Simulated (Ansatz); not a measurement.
The starting structures come from a database of crystals and need not be the phases stable at ambient conditions.

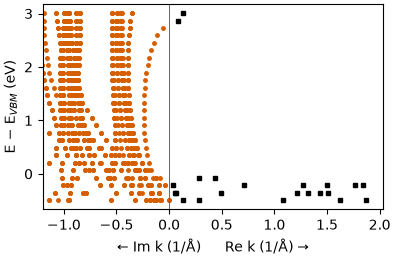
Figure. Complex bands at the centre of the two-dimensional zone; PBEsol (Ansatz, a first-principles code)

The gap is the functional's own, uncorrected, and κ follows it; spin-orbit coupling is left out. Mid-gap values are interpolated between the computed energies.

**Question.** This is MgSnO3 (R-3, not sure to be the ambient phase, 10 atoms a cell, 11.3 Å³ an atom) along the normal of (100). Read off the slowest decay at the centre of the two-dimensional zone at 1.33 eV, the computed energy nearest the middle of the gap.

**Answer.** κ ≈ 0.24 1/Å, a decay length 1/(2κ) of the density of 2.1 Å.
